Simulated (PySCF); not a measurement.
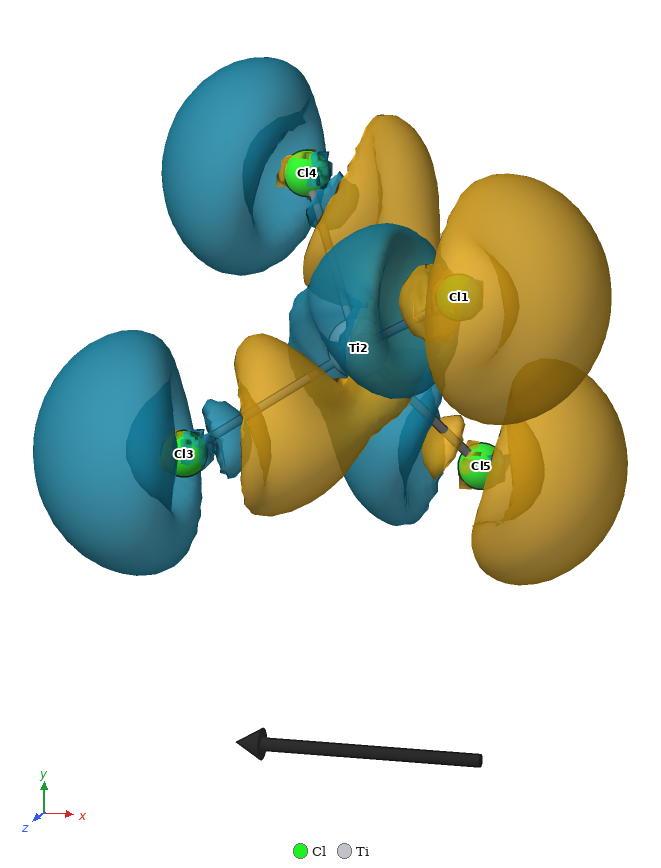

*Cl4Ti, SMILES `Cl[Ti](Cl)(Cl)Cl`. Change of the electron density in a uniform field of 0.21 V/Å along −x (arrow), surfaces at ±0.0015 e/Å³ (yellow: gain, teal: loss).*

Method: ωB97X/def2-TZVP; geometry: GFN2-xTB; program: PySCF. This is a single-reference result, which may miss multireference character in this system. No frequency check shows the geometry to be a minimum. A basis without diffuse functions makes polarisabilities too small. GFN2-xTB bond lengths at metals and heavier atoms can be off by up to 0.1 Å and shapes distorted, which carries into these values.

Geometry (Å), atoms numbered from 1:

```
Cl1      1.4557    0.9233    1.2188
Ti2      0.0000    0.0000    0.0000
Cl3     -1.4557   -0.9233    1.2188
Cl4     -0.9233    1.4556   -1.2188
Cl5      0.9233   -1.4556   -1.2188
```

The field was applied in both directions; the picture shows the one opposite to the script's first.

**What dipole is induced, and what polarisability does it imply?**

The induced dipole is 0.83 D (along the field); α along this axis, from the fields in both directions, is 82 bohr³ (12.1 Å³).
